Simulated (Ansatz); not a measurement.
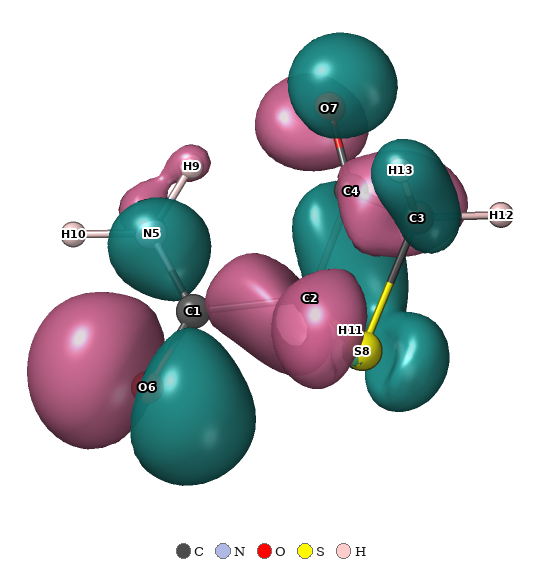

Figure 1: C$_{4}$H$_{5}$NO$_{2}$S. The HOMO−1 at ±0.08 Å⁻³ᐟ² (teal and pink are the two phases), seen at a tilt.

Geometry: r2SCAN-D4/def2-SVP.

Level of theory: isolated molecule in a Gaussian basis; Kohn-Sham density functional theory, functional PBE0 (Ansatz).

```xyz
13

C    -1.3721    2.1038    1.1117
C    -0.5184    2.3711   -0.1353
C     1.3439    1.4063   -1.1537
C     0.9989    2.3288    0.0021
N    -0.8939    2.7189    2.2224
O    -2.3916    1.4488    1.0534
O     1.6989    2.8025    0.8607
S    -0.4533    1.0110   -1.3834
H     0.0464    3.1075    2.2292
H    -1.3814    2.5644    3.0984
H    -0.8591    3.3279   -0.5761
H     1.7972    1.9386   -2.0081
H     1.9887    0.5571   -0.8738
```

**What is the character of this orbital?**

It lies mainly on O6 (about 55 %), O7 (about 10 %), C2 (about 10 %) and C1 (about 10 %). Its energy is −7.91 eV.
